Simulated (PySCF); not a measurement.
System: Ge3H6O3 (cyclo-(H2GeO)3).

```xyz
12

Ge    0.6418   -1.1993   -1.2819
H     0.1729   -2.6624   -1.2961
H     1.6410   -0.8414   -2.3909
O     1.4049   -0.8676    0.2828
Ge    0.9147    0.1822    1.6234
H     2.0506    1.1781    1.8968
H     0.5383   -0.6997    2.8243
O    -0.5177    1.0965    1.1234
Ge   -1.5193    1.0072   -0.3350
H    -2.9113    0.4880    0.0573
H    -1.5221    2.3892   -1.0036
O    -0.7783   -0.1535   -1.4495
```

Geometry: PBE0-D3(BJ)/def2-SVP.

All numbers below come from wB97X-D/def2-SVPD, SCF density, gas phase in PySCF 2.14.0.

**What will maps of the electron density and electron localisation function show?**

Ge–O (1.77 Å): the density is about 0.95 e/Å³ at the midpoint; the ELF peaks at about 0.85 in the valence shell of O, 0.6 Å from its nucleus, and is about 0.30 at the midpoint.

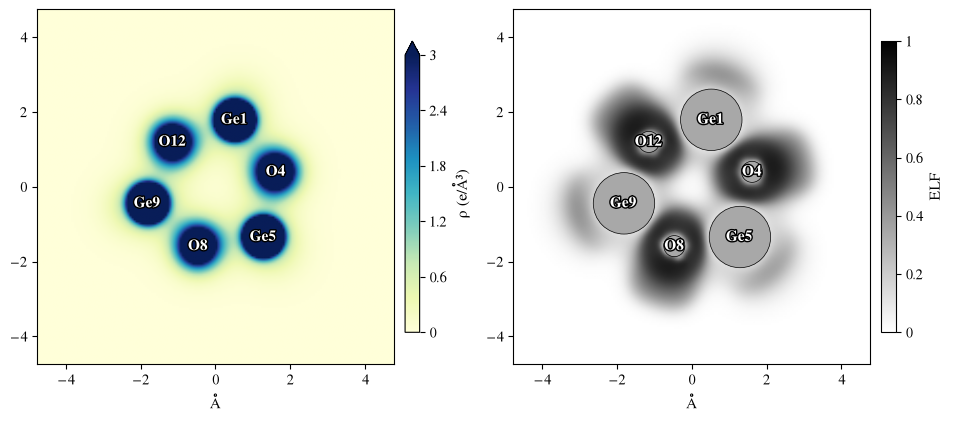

Computed electron density and electron localisation function on the plane of atoms O4, Ge5 and O8, in this order. Grey discs cover the atomic cores in the ELF map. 
